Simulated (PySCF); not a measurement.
**HF/6-31G(d) (spherical functions) run of AlNH2BrCl (SMILES [NH2][Al]([Cl])[Br])**

Aim: the vertical singlet–triplet gap of AlNH2BrCl at HF/6-31G* (spherical functions), from 2 runs. 

The calculation is run with PySCF 2.14.0.

## (1) The molecule

AlNH2BrCl has 6 atoms, charge 0, and is taken as a singlet. As SMILES, `[NH2][Al]([Cl])[Br]`. The coordinates come from a PBE0-D4/def2-TZVP relaxation.

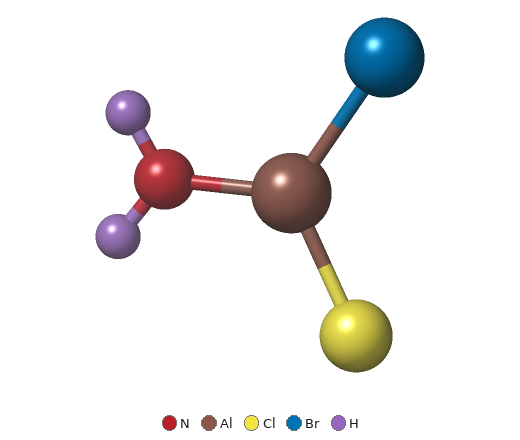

Viewed from a chosen angle; nitrogen red, aluminium brown, chlorine yellow, bromine blue, hydrogen purple.

## (2) The energy at HF/6-31G(d) (spherical functions)

Contents of run.py:

```python
# [NH2][Al]([Cl])[Br]
from pyscf import gto, scf

mol = gto.M(
    atom=[
    ('N', (-0.060200, 1.030300, -0.052300)),
    ('Al', (0.078100, -0.708400, 0.049200)),
    ('Cl', (1.403900, -1.566700, 1.407100)),
    ('Br', (-1.169000, -2.010900, -1.279100)),
    ('H', (0.466800, 1.676700, 0.511400)),
    ('H', (-0.677500, 1.514900, -0.682400)),
],
    spin=0,
    max_memory=1860,
    verbose=3,
    basis='6-31g*',
)

mf = scf.RHF(mol)
mf.conv_tol = 1e-10
mf.kernel()
if not mf.converged:
    mf = mf.newton().run(mf.mo_coeff, mf.mo_occ)

etot = mf.e_tot
print('E(%s) = %.9f' % ('HF', etot))
```

Run with:

```
$ OMP_NUM_THREADS=1 python run.py
```

What it wrote:

```text
converged SCF energy = -3329.28851886218
E(HF) = -3329.288518862
```

Wall time 2.5 s (1 thread of Intel Xeon Platinum 8375C at 2.90GHz (Ice Lake), shared host); peak memory 0.15 GiB.

## (3) The triplet at the same level

Contents of input.py:

```python
from pyscf import gto, scf

mol = gto.M(
    atom='''
N     -0.060200     1.030300    -0.052300
Al     0.078100    -0.708400     0.049200
Cl     1.403900    -1.566700     1.407100
Br    -1.169000    -2.010900    -1.279100
H      0.466800     1.676700     0.511400
H     -0.677500     1.514900    -0.682400
''',
    spin=2,
    max_memory=1860,
    verbose=4,
    charge=0,
    basis='6-31g*',
)

mf = scf.UHF(mol)
mf.conv_tol = 1e-10
mf.kernel()
if not mf.converged:
    mf = mf.newton().run(mf.mo_coeff, mf.mo_occ)

etot = mf.e_tot
print('E = %.10f Eh' % etot)
```

Run with:

```
$ OMP_NUM_THREADS=1 python input.py
```

What it wrote:

```text
PySCF version 2.14.0

[INPUT] num. atoms = 6
[INPUT] num. electrons = 74
[INPUT] charge = 0
[INPUT] spin (= nelec alpha-beta = 2S) = 2
[INPUT] symmetry False subgroup None
[INPUT] Mole.unit = angstrom
[INPUT] Symbol           X                Y                Z      unit          X                Y                Z       unit  Magmom
[INPUT]  1 N     -0.060200000000   1.030300000000  -0.052300000000 AA   -0.113761512699   1.946984826139  -0.098832676315 Bohr   0.0
[INPUT]  2 Al     0.078100000000  -0.708400000000   0.049200000000 AA    0.147587610329  -1.338681986642   0.092974525329 Bohr   0.0
[INPUT]  3 Cl     1.403900000000  -1.566700000000   1.407100000000 AA    2.652986506277  -2.960633919356   2.659033629875 Bohr   0.0
[INPUT]  4 Br    -1.169000000000  -2.010900000000  -1.279100000000 AA   -2.209089839617  -3.800050263888  -2.417148685931 Bohr   0.0
[INPUT]  5 H      0.466800000000   1.676700000000   0.511400000000 AA    0.882124154947   3.168503793058   0.966405940103 Bohr   0.0
[INPUT]  6 H     -0.677500000000   1.514900000000  -0.682400000000 AA   -1.280289449393   2.862746106104  -1.289549107403 Bohr   0.0

nuclear repulsion = 358.973941316319
number of shells = 38
number of NR pGTOs = 232
number of NR cGTOs = 86
basis = 6-31g*
ecp = {}

******** <class 'pyscf.scf.uhf.UHF'> ********
method = UHF
initial guess = minao
damping factor = 0
level_shift factor = 0
DIIS = <class 'pyscf.scf.diis.CDIIS'>
diis_start_cycle = 1
diis_space = 8
diis_damp = 0
SCF conv_tol = 1e-10
SCF conv_tol_grad = None
SCF max_cycles = 50
direct_scf = True
direct_scf_tol = 1e-13
number electrons alpha = 38  beta = 36
Set gradient conv threshold to 1e-05
init E= -3328.45235579791
[... the frontier-level lines of each cycle are left out ...]


cycle= 1 E= -3328.99245681197  delta_E= -0.54  |g|= 0.346  |ddm|= 3.36


cycle= 2 E= -3329.07413809913  delta_E= -0.0817  |g|= 0.169  |ddm|= 0.907
cycle= 3 E= -3329.09018592475  delta_E= -0.016  |g|= 0.0358  |ddm|= 0.306
cycle= 4 E= -3329.09248609142  delta_E= -0.0023  |g|= 0.0146  |ddm|= 0.247
cycle= 5 E= -3329.09308939276  delta_E= -0.000603  |g|= 0.00777  |ddm|= 0.15
cycle= 6 E= -3329.09334019368  delta_E= -0.000251  |g|= 0.00347  |ddm|= 0.127
cycle= 7 E= -3329.09339981162  delta_E= -5.96e-05  |g|= 0.00146  |ddm|= 0.0707
cycle= 8 E= -3329.09341250095  delta_E= -1.27e-05  |g|= 0.000666  |ddm|= 0.0368
cycle= 9 E= -3329.09341489994  delta_E= -2.4e-06  |g|= 0.000311  |ddm|= 0.0164
cycle= 10 E= -3329.09341540812  delta_E= -5.08e-07  |g|= 0.000137  |ddm|= 0.00794
cycle= 11 E= -3329.09341549153  delta_E= -8.34e-08  |g|= 6.16e-05  |ddm|= 0.00301
cycle= 12 E= -3329.09341551446  delta_E= -2.29e-08  |g|= 4.9e-05  |ddm|= 0.000933
cycle= 13 E= -3329.09341553041  delta_E= -1.59e-08  |g|= 5.07e-05  |ddm|= 0.000553
cycle= 14 E= -3329.09341551557  delta_E= 1.48e-08  |g|= 4.75e-05  |ddm|= 0.000505
cycle= 15 E= -3329.09341544908  delta_E= 6.65e-08  |g|= 2.61e-05  |ddm|= 0.00318
cycle= 16 E= -3329.09341542918  delta_E= 1.99e-08  |g|= 8.45e-06  |ddm|= 0.00248
cycle= 17 E= -3329.09341542854  delta_E= 6.39e-10  |g|= 3.72e-06  |ddm|= 0.000482
cycle= 18 E= -3329.09341542856  delta_E= -2.32e-11  |g|= 2.01e-06  |ddm|= 7.95e-05
Extra cycle  E= -3329.09341542857  delta_E= -3.18e-12  |g|= 1.34e-06  |ddm|= 2.01e-05
converged SCF energy = -3329.09341542857  <S^2> = 2.0109136  2S+1 = 3.0072669
E = -3329.0934154286 Eh
```

It took 3.3 s on 1 thread of Intel Xeon Platinum 8375C at 2.90GHz (Ice Lake), shared host; peak memory 0.16 GiB.

## (4) Summary of results

At HF/6-31G* (spherical functions):

| quantity | value |
| --- | --- |
| singlet: total energy | -3329.28852 Eh |
| singlet: dipole moment | 2.76 D |
| singlet: HOMO energy | -11.37 eV |
| singlet: LUMO energy | 2.31 eV |
| singlet: HOMO–LUMO gap | 13.68 eV |
| triplet: total energy | -3329.09342 Eh |
| triplet: dipole moment | 6.52 D |
| triplet: HOMO energy (highest over α and β) | -4.18 eV |
| triplet: LUMO energy (lowest over α and β) | -1.22 eV |
| triplet: ⟨S²⟩ | 2.011 |
| vertical energy of the triplet above the singlet | 5.309 eV |

At this shape the triplet lies 5.31 eV (122 kcal/mol) above the singlet. Mulliken charges (singlet) run from -1.07 on N1 to +0.97 on Al2; they depend strongly on the basis. Mulliken charges (triplet) run from -0.47 on N1 to +0.43 on H6; they depend strongly on the basis.
